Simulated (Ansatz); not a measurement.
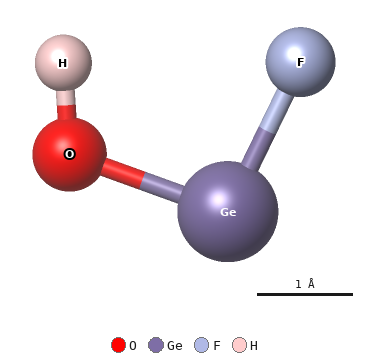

**Figure 1.** The starting structure (ball-and-stick view, seen on its broad side). Sticks mark near contacts.

## Run report: GeHOF, nudged elastic band

System: GeHOF.
Method: RKS PBE0/def2-SVP (Ansatz 0.2.0).

It belongs to a series of runs on one base structure; here: band between the two ends.

Input file
```yaml
crystal:
  periodic: [false, false, false]
  atoms:
    - { symbol: O, position_ang: [-0.819746, 0.538396, -0.381516] }
    - { symbol: Ge, position_ang: [-0.392919, -0.693724, 0.820816] }
    - { symbol: F, position_ang: [1.331196, -0.750281, 0.4415] }
    - { symbol: H, position_ang: [-0.063031, 0.845309, -0.901] }
basis:
  gaussian: { orbitals: def2-SVP }
hamiltonian:
  xc: pbe0
neb:
  order_check: false
  images: 9
  f_tol: 0.03
  max_iterations: 60
  final_atoms:
    - { symbol: O, position_ang: [-1.62607548, -0.07885214, 0.48049266] }
    - { symbol: Ge, position_ang: [-0.09248044, 0.03747435, -0.03363817] }
    - { symbol: F, position_ang: [1.19056681, -0.90548721, 0.64236447] }
    - { symbol: H, position_ang: [0.58348911, 0.886565, -1.10941897] }
  initial_path:
    images:
      - { positions_ang: [[-0.819746, 0.538396, -0.381516], [-0.392919, -0.693724, 0.820816], [1.331196, -0.750281, 0.4415], [-0.063031, 0.845309, -0.901]] }
      - { positions_ang: [[-0.86417174, 0.39179936, -0.44287628], [-0.29870943, -0.54798852, 0.78167033], [1.30347596, -0.85785493, 0.4720352], [-0.08509479, 0.95374408, -0.83102925]] }
      - { positions_ang: [[-0.90859749, 0.24520272, -0.50423656], [-0.20449986, -0.40225304, 0.74252467], [1.27575592, -0.96542885, 0.5025704], [-0.10715858, 1.06217917, -0.76105851]] }
      - { positions_ang: [[-0.95302323, 0.09860608, -0.56559684], [-0.11029028, -0.25651756, 0.703379], [1.24803588, -1.07300278, 0.5331056], [-0.12922237, 1.17061425, -0.69108776]] }
      - { positions_ang: [[-0.99744897, -0.04799056, -0.62695712], [-0.01608071, -0.11078208, 0.66423333], [1.22031584, -1.1805767, 0.5636408], [-0.15128615, 1.27904934, -0.62111702]] }
      - { positions_ang: [[-1.04187471, -0.1945872, -0.6883174], [0.07812886, 0.03495341, 0.62508767], [1.1925958, -1.28815063, 0.594176], [-0.17334994, 1.38748442, -0.55114627]] }
      - { positions_ang: [[-1.15871487, -0.17144019, -0.45455539], [0.044007, 0.03545759, 0.4933425], [1.19219, -1.21161795, 0.6038137], [-0.02198213, 1.28730054, -0.66280081]] }
      - { positions_ang: [[-1.27555502, -0.14829317, -0.22079338], [0.00988514, 0.03596178, 0.36159733], [1.1917842, -1.13508526, 0.61345139], [0.12938568, 1.18711665, -0.77445535]] }
      - { positions_ang: [[-1.39239517, -0.12514616, 0.01296864], [-0.02423672, 0.03646597, 0.22985217], [1.1913784, -1.05855258, 0.62308908], [0.28075349, 1.08693277, -0.88610989]] }
      - { positions_ang: [[-1.50923533, -0.10199915, 0.24673065], [-0.05835858, 0.03697016, 0.098107], [1.19097261, -0.98201989, 0.63272678], [0.4321213, 0.98674888, -0.99776443]] }
      - { positions_ang: [[-1.62607548, -0.07885214, 0.48049266], [-0.09248044, 0.03747435, -0.03363817], [1.19056681, -0.90548721, 0.64236447], [0.58348911, 0.886565, -1.10941897]] }
```

Hardware: 1 thread of Arm Neoverse V2, 24 GiB of memory available, shared host.

Launched with:
```bash
ansatz run input.yaml --threads 1 --pin off --max-ram 2048MiB --backend cpu --events-out ev --progress --plain --runs-dir out
```

The program's output
```
Engine: ansatz 0.2.0, aarch64-unknown-linux-gnu
Functional definition: PBE0
  parameter a = 0.25
  parameter kappa = 0.804
  parameter beta = 0.06672455060314922
  exchange = (1 - a)*pbe_x(kappa = kappa, mu = beta*pi^2/3) + a*exact_x
  correlation = pbe_c(beta = beta)
671 factors; integrals over basis functions are off by at most 3.7e-4 eV
mean field evaluation 1: about -61271.3529 eV, gradient 5.8e1 eV
mean field evaluation 2: about -61247.5575 eV, gradient 1.2e2 eV
mean field evaluation 4: about -61277.0817 eV, gradient 8.8e0 eV
mean field evaluation 8: about -61277.2156 eV, gradient 6.4e-2 eV
mean field evaluation 16: about -61277.2157 eV, gradient 1.0e-5 eV
mean field -61277.21565102 eV, -2251.8961399865 hartree, gradient 1.0e-5 eV, S^2 0.000000; 0 other end points of the search recorded, 0 dependent functions left out
the calculation of the forces begins
reference -61277.21566996 eV, -2251.8961406826 hartree; 25, 25 occupied and 40, 40 virtual orbitals, 671 factors
666 factors; integrals over basis functions are off by at most 1.0e-3 eV
mean field evaluation 32: about -61275.2088 eV, gradient 2.1e-5 eV
mean field -61275.20875280 eV, -2251.8223878370 hartree, gradient 2.1e-5 eV, S^2 0.000000; 0 other end points of the search recorded, 0 dependent functions left out
[... from here on the field's lines of each further geometry are left out, up to the last ...]
NEB iter   1: max|band force component| = 2.241e1 eV/Å  barrier→ = 5.4211 eV  barrier← = 3.4142 eV  Δτ_max = 0.2000 Å  (290 SCF iters)
NEB iter   2: max|band force component| = 5.679e0 eV/Å  barrier→ = 3.9847 eV  barrier← = 1.9778 eV  Δτ_max = 0.2000 Å  (306 SCF iters)
NEB iter   3: max|band force component| = 8.079e0 eV/Å  barrier→ = 3.9459 eV  barrier← = 1.9390 eV  Δτ_max = 0.0982 Å  (286 SCF iters)
NEB iter   4: max|band force component| = 1.687e0 eV/Å  barrier→ = 3.9399 eV  barrier← = 1.9330 eV  Δτ_max = 0.2000 Å  (278 SCF iters)
NEB iter   5: max|band force component| = 5.712e0 eV/Å  barrier→ = 3.7843 eV  barrier← = 1.7774 eV  Δτ_max = 0.0999 Å  (296 SCF iters)
NEB iter   6: max|band force component| = 1.349e0 eV/Å  barrier→ = 3.8647 eV  barrier← = 1.8578 eV  Δτ_max = 0.0854 Å  (280 SCF iters)
NEB iter   7: max|band force component| = 6.809e-1 eV/Å  barrier→ = 3.9034 eV  barrier← = 1.8965 eV  Δτ_max = 0.0587 Å  (275 SCF iters)
NEB iter   8: max|band force component| = 6.215e-1 eV/Å  barrier→ = 3.8912 eV  barrier← = 1.8843 eV  CI = image 7  Δτ_max = 0.0717 Å  (261 SCF iters)
NEB iter   9: max|band force component| = 2.199e-1 eV/Å  barrier→ = 3.9380 eV  barrier← = 1.9311 eV  CI = image 7  Δτ_max = 0.0099 Å  (274 SCF iters)
NEB iter  10: max|band force component| = 4.170e-2 eV/Å  barrier→ = 3.9383 eV  barrier← = 1.9314 eV  CI = image 7  Δτ_max = 0.0054 Å  (258 SCF iters)
the calculation of the forces begins
reference -61274.86315279 eV, -2251.8096872711 hartree; 25, 25 occupied and 40, 40 virtual orbitals, 671 factors
671 factors; integrals over basis functions are off by at most 1.0e-3 eV
mean field evaluation 928: about -61273.2685 eV, gradient 1.0e-1 eV
mean field -61273.27737302 eV, -2251.7514109393 hartree, gradient 8.4e-5 eV, S^2 0.000000; 1 other end points of the search recorded, 0 dependent functions left out
the calculation of the forces begins
reference -61273.27739214 eV, -2251.7514116422 hartree; 25, 25 occupied and 40, 40 virtual orbitals, 671 factors
NEB iter  11: max|band force component| = 2.130e-2 eV/Å  barrier→ = 3.9383 eV  barrier← = 1.9314 eV  CI = image 7  Δτ_max = 0.0000 Å  (455 SCF iters)
```

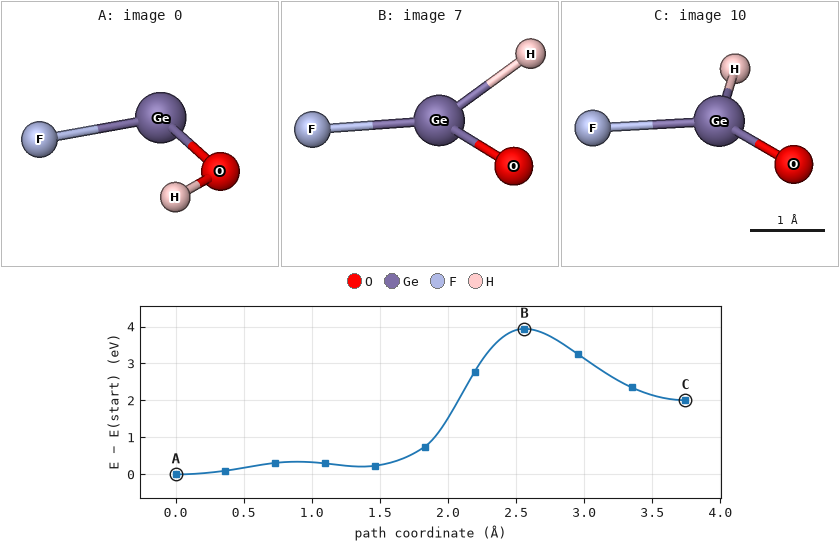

**Figure 2.** Images of the last band (counted from 0; ball-and-stick, seen at a tilt) above the energy along the path; the line is a cubic interpolation that uses the forces. The highest image is number 7, 3.938 eV above the start and 1.931 eV above the end (the climbing image); the end lies 2.007 eV above the start. The path is 3.74 Å long. The band converged in 11 iterations.

```
Total energy: -61273.27739214 eV, -2251.7514116422 hartree
Atom 0 at    -1.279900    -0.067753    -0.318643 Å, force    -0.002409    -0.001102    -0.001165 eV/Å
Atom 1 at     0.241086     0.128830     0.370287 Å, force     0.002691     0.000385     0.004621 eV/Å
Atom 2 at     1.203511    -1.286521     0.700794 Å, force    -0.000994     0.000916    -0.001886 eV/Å
Atom 3 at    -0.109196     1.165144    -0.772638 Å, force     0.000711    -0.000199    -0.001570 eV/Å
Dipole moment:     0.328929     0.441608     0.103675 e Å
this run last wrote the band of iteration 11 to [file]
```

The last band as extended XYZ (Å, eV, eV/Å)
```
4
Properties=species:S:1:pos:R:3:forces:R:3 image=0 energy=-61277.21565
O    -0.8197    0.5384   -0.3815   -0.0010  -0.0139   0.0150
Ge   -0.3929   -0.6937    0.8208   -0.0092   0.0059  -0.0039
F     1.3312   -0.7503    0.4415    0.0020   0.0019  -0.0026
H    -0.0630    0.8453   -0.9010    0.0082   0.0060  -0.0085
4
Properties=species:S:1:pos:R:3:forces:R:3 image=1 energy=-61277.11596
O    -0.7783    0.4614   -0.4489   -0.1960   0.1705   0.1904
Ge   -0.3285   -0.6379    0.8613   -0.0706  -0.1328  -0.0553
F     1.3778   -0.9355    0.5288    0.0071   0.1895  -0.0738
H    -0.2155    1.0517   -0.9614    0.2595  -0.2272  -0.0613
4
Properties=species:S:1:pos:R:3:forces:R:3 image=2 energy=-61276.90397
O    -0.6664    0.3585   -0.5450   -0.2493   0.0599   0.1422
Ge   -0.2414   -0.4934    0.9405   -0.0478  -0.1049  -0.0102
F     1.3544   -1.1130    0.5269    0.0566   0.1083  -0.0374
H    -0.3911    1.1875   -0.9426    0.2405  -0.0633  -0.0945
4
Properties=species:S:1:pos:R:3:forces:R:3 image=3 energy=-61276.91705
O    -0.5304    0.2871   -0.6054    0.2268  -0.1228  -0.1710
Ge   -0.0564   -0.2460    1.0150    0.0535   0.1111  -0.0270
F     1.2476   -1.2945    0.4835   -0.0612  -0.0982   0.0622
H    -0.6053    1.1931   -0.9133   -0.2191   0.1100   0.1358
4
Properties=species:S:1:pos:R:3:forces:R:3 image=4 energy=-61276.98185
O    -0.5970    0.1963   -0.6959    0.4418   0.0651   0.1059
Ge    0.2214    0.0168    0.8808    0.1353   0.0204   0.2619
F     1.1593   -1.4244    0.5602   -0.1455  -0.1211  -0.1071
H    -0.7282    1.1510   -0.7653   -0.4316   0.0356  -0.2607
4
Properties=species:S:1:pos:R:3:forces:R:3 image=5 energy=-61276.46654
O    -0.8395    0.1669   -0.6987    1.1948   0.9491   0.1419
Ge    0.1839    0.0284    0.7645    0.2687  -0.0389   1.2959
F     1.2212   -1.3658    0.6098   -0.1458  -0.4142  -0.3777
H    -0.5101    1.1101   -0.6958   -1.3178  -0.4960  -1.0600
4
Properties=species:S:1:pos:R:3:forces:R:3 image=6 energy=-61274.44232
O    -1.0863    0.0478   -0.5717    2.1993   2.9882  -1.0036
Ge    0.2396    0.0985    0.5540    1.1799   0.2028   2.3936
F     1.2182   -1.3279    0.6669   -0.0312  -0.8490  -0.3170
H    -0.3160    1.1214   -0.6694   -3.3480  -2.3420  -1.0730
4
Properties=species:S:1:pos:R:3:forces:R:3 image=7 energy=-61273.27737
O    -1.2799   -0.0678   -0.3186   -0.0024  -0.0011  -0.0012
Ge    0.2411    0.1288    0.3703    0.0027   0.0004   0.0046
F     1.2035   -1.2865    0.7008   -0.0010   0.0009  -0.0019
H    -0.1092    1.1651   -0.7726    0.0007  -0.0002  -0.0016
4
Properties=species:S:1:pos:R:3:forces:R:3 image=8 energy=-61273.96553
O    -1.4412   -0.0995   -0.0286   -0.8732  -0.6699   0.8904
Ge    0.1616    0.0944    0.2000   -0.8656  -0.4047  -0.7860
F     1.2099   -1.1936    0.7211    0.1380   0.5793  -0.0796
H     0.1252    1.1384   -0.9127    1.6008   0.4953  -0.0248
4
Properties=species:S:1:pos:R:3:forces:R:3 image=9 energy=-61274.86313
O    -1.5575   -0.0917    0.2428   -0.5254  -0.3272   0.6533
Ge    0.0435    0.0496    0.0660   -0.5839  -0.2481  -0.4870
F     1.2109   -1.0637    0.7062    0.0271   0.4889  -0.1981
H     0.3586    1.0456   -1.0352    1.0821   0.0864   0.0318
4
Properties=species:S:1:pos:R:3:forces:R:3 image=10 energy=-61275.20875
O    -1.6261   -0.0789    0.4805    0.0145   0.0001  -0.0032
Ge   -0.0925    0.0375   -0.0336   -0.0185  -0.0011   0.0042
F     1.1906   -0.9055    0.6424   -0.0028   0.0103  -0.0098
H     0.5835    0.8866   -1.1094    0.0067  -0.0094   0.0088
```

Summary

| quantity | value |
| --- | --- |
| outcome | converged |
| barrier, forward | 3.938 eV |
| barrier, backward | 1.931 eV |
| wall time | 2.4 min |
| peak memory | 0.12 GiB |

Remarks

The order of the saddle point was not checked.
